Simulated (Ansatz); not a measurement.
A computed series for hypothetical diamond Zr: pressure series

The reference is Zr in the diamond structure (space group Fd-3m, No. 227; a = 6.137 Å; a hypothetical phase, not in the database extracts checked).

Cell and atoms are relaxed at each pressure.

Method: DFT with PBEsol, PAW potentials and a 420 eV plane-wave cutoff in Ansatz (an electronic-structure program), no SOC.

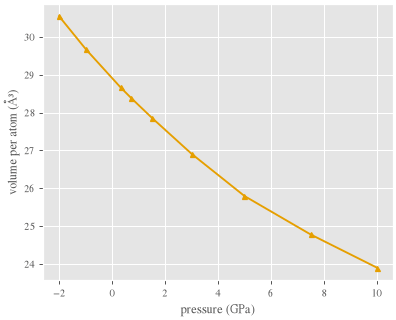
Figure. Volume against pressure

**Question.** Estimate the zero-pressure bulk modulus from the plot.

**Answer.** About 38 GPa; a third-order Birch–Murnaghan fit to the points gives V₀ = 28.86 Å³/atom, B₀ = 38 GPa and B₀′ = 3.6.

Load acts through the strain it causes; cell and atoms are relaxed under it. Stability against distortions was not tested. No other phases were tried under pressure. The final runs are not spin-polarised. Zr has a high density of states at the Fermi level and may be magnetic at this level.
